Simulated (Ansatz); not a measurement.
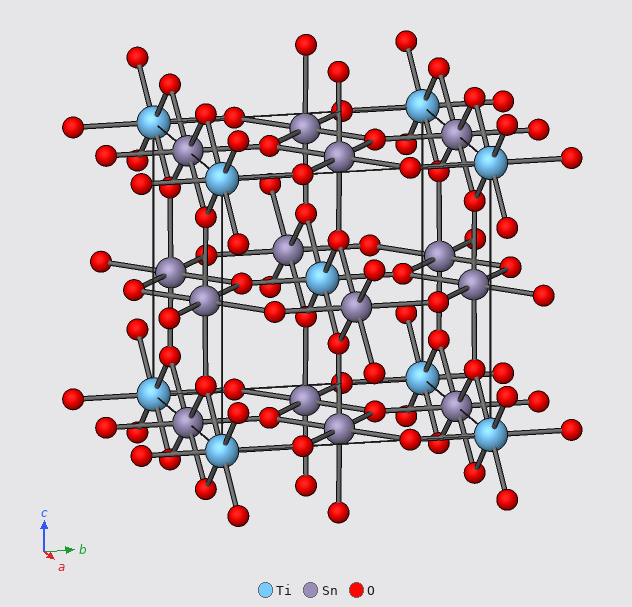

An orthographic ball-and-stick view of the structure, slightly off an axis. The frame is the conventional unit cell; atoms at its boundary are shown with their periodic copies. Some neighbours outside the box are added.

TiSn₃O₈, space group Immm (No. 71), a = 6.355 Å, b = 6.757 Å, c = 6.767 Å, α = 90.00°, β = 90.00°, γ = 90.00°. It goes back to a structure type filled with these elements by a generator (whether the compound takes this form wasn't checked). Earlier steps of the study may have refined or changed the cell and positions. It was the input of a calculation with Ansatz.

This one geometry was computed with Ansatz (DFT, plane waves, PAW) at three levels of theory: PBE+U (U_eff = 4.00 eV on Ti d), r2SCAN and PBE.

Which level gives the highest pressure at this volume, and what does that say about its equilibrium volume?

Answer. Highest: PBE+U (U_eff = 4.00 eV on Ti d) (0.6 GPa), which points to the largest equilibrium volume. Lowest, with the smallest volume: r2SCAN (-7.1 GPa). Levels within 0.5 GPa of each other can't be told apart.

How does the band gap change with the level of theory?

Answer. PBE: a gap of 1.72 eV, direct; PBE+U (U_eff = 4.00 eV on Ti d): a gap of 1.78 eV, direct; r2SCAN: a gap of 2.31 eV, direct.

Collect the results in a table.

Answer.
| level | cutoff (eV) | k-mesh of the run's cell | gap (eV) | pressure (GPa) |
| --- | --- | --- | --- | --- |
| PBE+U (U_eff = 4.00 eV on Ti d) | 420 | 6×6×6 | 1.78 | 0.6 |
| r2SCAN | 500 | 6×6×6 | 2.31 | -7.1 |
| PBE | 420 | 6×6×6 | 1.72 | 0.0 |

Gaps are taken on the k-mesh or band path of each run.
